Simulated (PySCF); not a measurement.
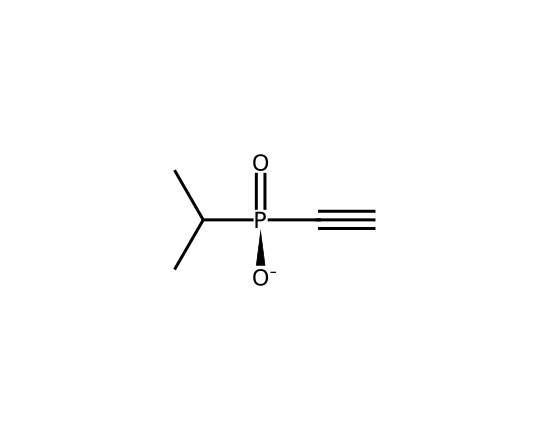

Structural formula above. The species has charge −1 and is a spin singlet. Computed geometry: GFN2-xTB optimisation. No frequency run is at hand to confirm it as a minimum.

What does the molecule look like in three dimensions?

It has 16 atoms: 5 carbon, 8 hydrogen, 2 oxygen and 1 phosphorus (C5H8O2P(-)). As SMILES it reads `C#C[P@](=O)([O-])C(C)C`. It has no ring. Among its groups: alkyne. This geometry has C1 symmetry. Coordination: 2 C linear; 1 P tetrahedral; 3 C tetrahedral.

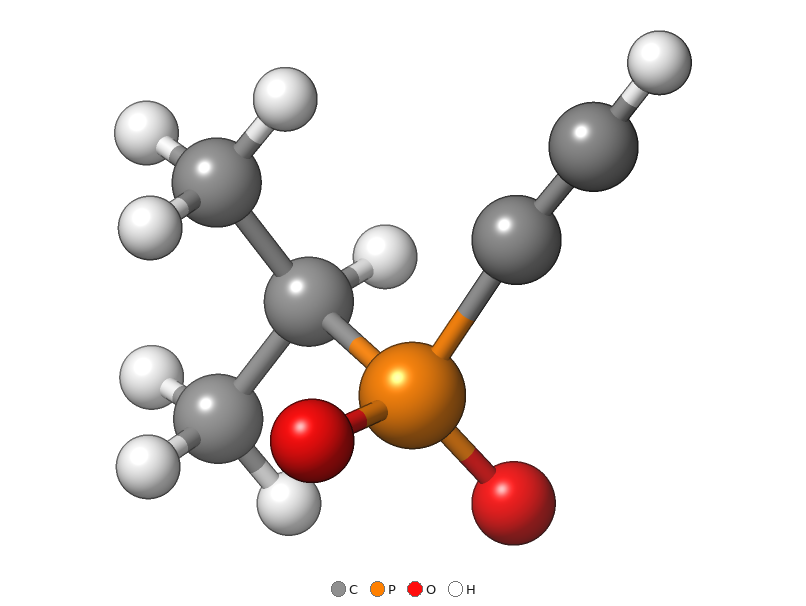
